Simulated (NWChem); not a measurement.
**C2H8S2Si (SMILES CSCS[SiH3]): levels of theory compared**

Aim: a comparison of 5 runs (HF/STO-3G, HF/3-21G, B3LYP/6-31G*, BP86/6-31G*) of C2H8S2Si. 

The results are computed with NWChem 7.3.0.

## (1) The molecule

The species is C2H8S2Si (13 atoms), meant as a singlet with charge 0. As SMILES, `CSCS[SiH3]`. The shape is that of a PBE0-D4/def2-TZVP optimisation. This is one conformer, not always the lowest.

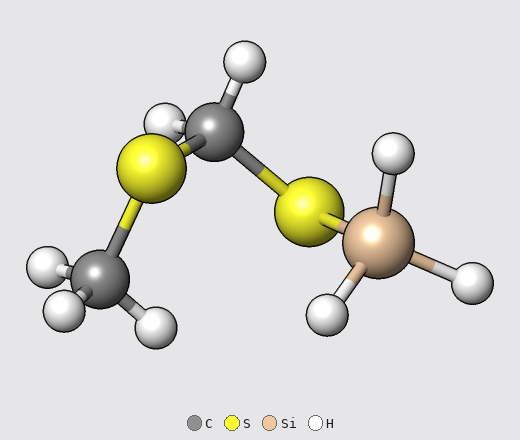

Viewed from a chosen angle; carbon grey, sulfur yellow, silicon light orange, hydrogen white.

## (2) Energy and gradient at HF/STO-3G (run 1)

c2h8s2si.nw

```
echo
start c2h8s2si
title "C2H8S2Si"
memory total 2200 mb
geometry noautosym nocenter noautoz
 C     -1.840400     0.633200     0.541600
 S     -0.532200    -0.230600     1.413000
 C      0.887000     0.748900     0.927400
 S      1.269100     0.797100    -0.855000
 Si     1.038300    -1.270900    -1.340900
 H     -1.972500     1.643900     0.931100
 H     -2.756000     0.064900     0.705700
 H     -1.626100     0.671400    -0.527400
 H      1.734100     0.325800     1.468800
 H      0.765400     1.788800     1.236200
 H     -0.377300    -1.691100    -1.486600
 H      1.721800    -2.125900    -0.338000
 H      1.709300    -1.390200    -2.661100
end
basis "ao basis" spherical bse
 C library STO-3G
 S library STO-3G
 Si library STO-3G
 H library STO-3G
end
scf
 nopen 0
 rhf
 thresh 1e-08
 maxiter 80
 print medium
end
task scf gradient
```

Run with:

```console
nwchem c2h8s2si.nw > c2h8s2si.out
```

What it wrote:

```text
[...]
  functions       =    45
[...]
  wavefunction    = RHF
[...]
         Total SCF energy =  -1151.448558857912
      One-electron energy =  -2332.713428316983
      Two-electron energy =    813.302873641705
 Nuclear repulsion energy =    367.961995817367
        Time for solution =      3.3s
[...]
                         RHF ENERGY GRADIENTS
    atom               coordinates                        gradient
                 x          y          z           x          y          z
   1 C      -3.477852   1.196574   1.023476   -0.002609   0.001939  -0.002448
   2 S      -1.005712  -0.435771   2.670183    0.004545   0.007086  -0.008805
   3 C       1.676187   1.415216   1.752532   -0.004802  -0.004429   0.014216
   4 S       2.398251   1.506301  -1.615716    0.005027   0.010241  -0.006207
   5 Si      1.962102  -2.401653  -2.533934   -0.006084   0.015329   0.013088
   6 H      -3.727485   3.106521   1.759524    0.001886   0.003012   0.005115
   7 H      -5.208085   0.122643   1.333580   -0.001833  -0.005322   0.003214
   8 H      -3.072883   1.268762  -0.996641    0.004954  -0.003416  -0.003798
   9 H       3.276974   0.615673   2.775630    0.001282  -0.004156  -0.001594
  10 H       1.446396   3.380342   2.336079   -0.002634   0.003312  -0.002527
  11 H      -0.712994  -3.195716  -2.809267   -0.030267  -0.008767  -0.003438
[...]
```

Run time: 4.5 s. Hardware: 1 thread of AMD EPYC 9R45 (Zen 5), shared host; peak memory 0.099 GiB.

## (3) Energy and forces at HF/3-21G (run 2)

run.nw

```
START run
memory stack 880 mb heap 220 mb global 1100 mb
GEOMETRY noautosym nocenter noautoz
  C       -1.840400       0.633200       0.541600
  S       -0.532200      -0.230600       1.413000
  C        0.887000       0.748900       0.927400
  S        1.269100       0.797100      -0.855000
  Si       1.038300      -1.270900      -1.340900
  H       -1.972500       1.643900       0.931100
  H       -2.756000       0.064900       0.705700
  H       -1.626100       0.671400      -0.527400
  H        1.734100       0.325800       1.468800
  H        0.765400       1.788800       1.236200
  H       -0.377300      -1.691100      -1.486600
  H        1.721800      -2.125900      -0.338000
  H        1.709300      -1.390200      -2.661100
END
BASIS spherical bse
  C library 3-21G
  S library 3-21G
  Si library 3-21G
  H library 3-21G
END
SCF
  thresh 1e-08
  maxiter 80
END
TASK scf gradient
```

Run with:

```console
nwchem run.nw > run.out
```

What it wrote:

```text
[...]
  functions       =    73
[...]
  wavefunction    = RHF
[...]
         Total SCF energy =  -1158.460456506408
      One-electron energy =  -2333.418953788039
      Two-electron energy =    806.996501464264
 Nuclear repulsion energy =    367.961995817367
        Time for solution =      3.4s
[...]
                         RHF ENERGY GRADIENTS
    atom               coordinates                        gradient
                 x          y          z           x          y          z
   1 C      -3.477852   1.196574   1.023476    0.032342  -0.017813   0.019517
   2 S      -1.005712  -0.435771   2.670183    0.002471   0.032160  -0.027920
   3 C       1.676187   1.415216   1.752532   -0.027587  -0.025749  -0.025694
   4 S       2.398251   1.506301  -1.615716   -0.007847  -0.030146   0.015228
   5 Si      1.962102  -2.401653  -2.533934    0.000702   0.036581   0.015804
   6 H      -3.727485   3.106521   1.759524   -0.001326   0.007242   0.003147
   7 H      -5.208085   0.122643   1.333580   -0.005310  -0.004734   0.001901
   8 H      -3.072883   1.268762  -0.996641    0.002605  -0.000912  -0.008143
   9 H       3.276974   0.615673   2.775630    0.006214  -0.005177   0.004750
  10 H       1.446396   3.380342   2.336079   -0.001673   0.009706   0.001684
  11 H      -0.712994  -3.195716  -2.809267   -0.001483  -0.000983  -0.000008
[...]
```

It took 4.8 s on 1 thread of AMD EPYC 9R45 (Zen 5), shared host; peak memory 0.099 GiB.

Runs 3 to 4 aren't shown in full; the table further down has their settings and results.

## (4) Energy and gradient at BP86/6-31G(d) (spherical functions) (run 5)

test.nw

```
START test
memory 2200 mb
charge 0

GEOMETRY units atomic noautosym nocenter noautoz
  C  -3.47785196  1.19657458  1.02347567
  S  -1.00571224 -0.43577084  2.67018301
  C   1.67618707  1.41521589  1.75253201
  S   2.39825142  1.50630069 -1.61571584
  Si  1.96210264 -2.40165293 -2.53393376
  H  -3.72748478  3.10652078  1.75952399
  H  -5.20808520  0.12264323  1.33357973
  H  -3.07288365  1.26876212 -0.99664156
  H   3.27697407  0.61567277  2.77562973
  H   1.44639638  3.38034209  2.33607944
  H  -0.71299367 -3.19571585 -2.80926686
  H   3.25373044 -4.01736877 -0.63872743
  H   3.23010886 -2.62709726 -5.02875019
END

BASIS spherical bse
  C library 6-31G*
  S library 6-31G*
  Si library 6-31G*
  H library 6-31G*
END

DFT
  xc becke88 perdew86
  grid fine
  convergence energy 1e-08
  maxiter 100
  mulliken
END

TASK dft gradient
```

Run with:

```console
nwchem test.nw > test.out
```

What it wrote:

```text
[...]
          Wavefunction type:  closed shell.
          No. of atoms     :    13
          No. of electrons :    66
[...]
          Charge           :     0
          Spin multiplicity:     1
[...]
          AO basis - number of functions:    98
[...]
              XC Information
              --------------
                    Becke 1988 Exchange Functional  1.000
                Perdew 1981 Correlation Functional  1.000 local
                Perdew 1986 Correlation Functional  1.000 non-local
[...]
 d= 0,ls=0.0,diis     1  -1166.8909403546 -1.53D+03  1.17D-02  5.52D-01     2.6
[...]
 d= 0,ls=0.0,diis    10  -1166.9529750618 -9.27D-09  7.37D-07  3.35D-09    20.8
         Total DFT energy =    -1166.952975061776
      One electron energy =    -2341.852593565432
           Coulomb energy =      893.228586975374
    Exchange-Corr. energy =      -86.290938073016
 Nuclear repulsion energy =      367.961969601298
[...]
  wavefunction    = closed shell
                         DFT ENERGY GRADIENTS
    atom               coordinates                        gradient
                 x          y          z           x          y          z
   1 C      -3.477852   1.196575   1.023476    0.003568  -0.002047   0.001490
   2 S      -1.005712  -0.435771   2.670183    0.001919   0.014480  -0.013239
   3 C       1.676187   1.415216   1.752532   -0.002108  -0.002027  -0.002046
   4 S       2.398251   1.506301  -1.615716   -0.005513  -0.009955   0.012347
   5 Si      1.962103  -2.401653  -2.533934    0.000085   0.003884   0.001216
   6 H      -3.727485   3.106521   1.759524    0.001842  -0.007708  -0.002207
   7 H      -5.208085   0.122643   1.333580    0.007024   0.003521  -0.000788
   8 H      -3.072884   1.268762  -0.996642   -0.000525  -0.000962   0.007973
   9 H       3.276974   0.615673   2.775630   -0.006020   0.002527  -0.004719
  10 H       1.446396   3.380342   2.336079   -0.000164  -0.007822  -0.002440
  11 H      -0.712994  -3.195716  -2.809267    0.004234   0.002115   0.000952
[...]
```

Run time: 27 s. Hardware: 1 thread of AMD EPYC 9R45 (Zen 5), shared host; peak memory 0.13 GiB.

## (5) The series

| run | level | Cartesian functions | iteration cap | energy (Eh) | dipole moment (D) | HOMO energy (eV) | LUMO energy (eV) | wall time |
| --- | --- | --- | --- | --- | --- | --- | --- | --- |
| 1 | HF/STO-3G | no | 80 | -1151.448559 | 0.48 | -6.65 | 10.60 | 4.5 s |
| 2 | HF/3-21G | no | 80 | -1158.460457 | 1.12 | -9.67 | 3.58 | 4.8 s |
| 3 | B3LYP/6-31G* (Cartesian functions) | yes | 100 | -1166.911590 | – | – | – | 27 s |
| 4 | B3LYP/6-31G* (spherical functions) | no | 100 | -1166.902833 | 1.08 | -6.38 | 0.01 | 27 s |
| 5 | BP86/6-31G* (spherical functions) | no | 100 | -1166.952975 | 1.16 | -5.53 | -0.83 | 27 s |

## (6) Results

| quantity | value |
| --- | --- |
| run 5: total energy | -1166.95298 Eh |
| run 5: dipole moment | 1.16 D |
| run 5: HOMO energy | -5.53 eV |
| run 5: LUMO energy | -0.83 eV |
| run 5: HOMO–LUMO gap | 4.70 eV |
| run 5: largest force on an atom | 1.014 eV/Å |

Over runs 1, 2, 4, 5 the dipole moment (its size) runs from 0.48 D (HF/STO-3G) to 1.16 D (BP86/6-31G*). The two ends differ in method and basis. Over runs 1, 2, 4, 5 the HOMO–LUMO gap runs from 4.70 eV (BP86/6-31G*) to 17.25 eV (HF/STO-3G). Totals of different functionals can't be ranked against each other. In run 1 the basis is minimal, so the values are rough. All runs together took 91 s, the longest 27 s.
